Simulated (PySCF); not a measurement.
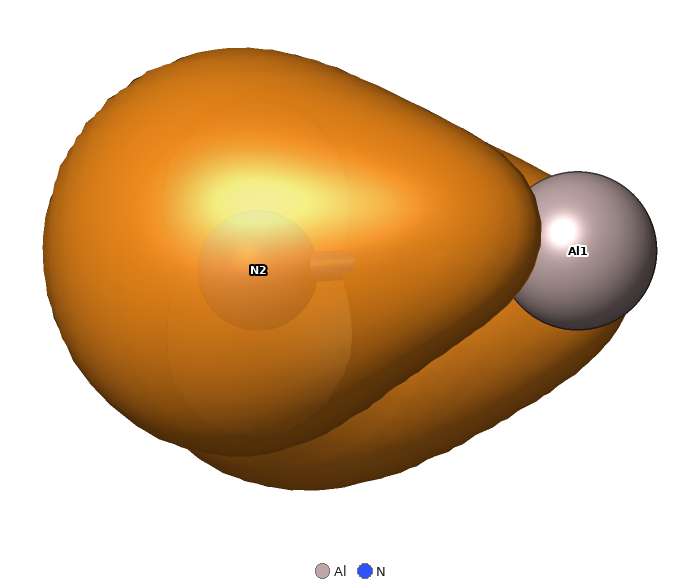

Figure. AlN (charge −1, doublet). Isosurfaces of the spin density at +0.015 (orange) and −0.015 e/Å³ (purple), seen from one side.

Theory: PySCF, PBE0/def2-TZVPPD, non-relativistic Hamiltonian with scalar-relativistic core potentials where named, at a bond length of 1.777 Å.

```xyz
2

Al    0.0000    0.0000   -0.6071
N     0.0000    0.0000    1.1699
```

Question: Where is the unpaired spin?

Answer: The unpaired spin (1 electron) lies mostly on N2 (about 0.9) and Al1 (about 0.1), in electrons by Hirshfeld's partition.
